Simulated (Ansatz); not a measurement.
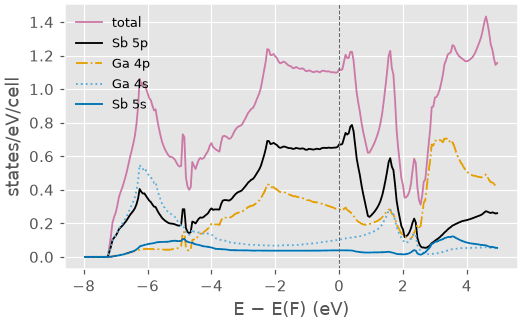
Figure. Total and projected density of states of GaSb (rock salt, Fm-3m), DFT-PBE in the program Ansatz with PAW potentials

Task: Which orbitals carry the states next to the Fermi level?

Result: Within 0.5 eV of the Fermi level: Sb 5p 61 %, Ga 4p 25 %, Ga 4s 9 %. Projections are on Löwdin-orthogonalised atomic valence shells; empty p or d shells of many metals are not among them.

Task: Where is the tallest occupied peak in this window, and what makes it?

Result: Near -2.2 eV, about 1.2 states/eV per cell; the largest projected share is Sb 5p.

The start of the workflow was typed in or built on a structure type; neither database checked (COD, Materials Project) lists it. It is not the phase usual at ambient conditions (space group No. 216). Symmetry was held in the PBE relaxation; whether a distortion lowers the energy is not shown. The volume moved by 17 % from the start of the relaxation. Scalar-relativistic: spin–orbit coupling is off unless named, which matters more the heavier the elements.

Potentials: the earlier of the program's two PAW sets.
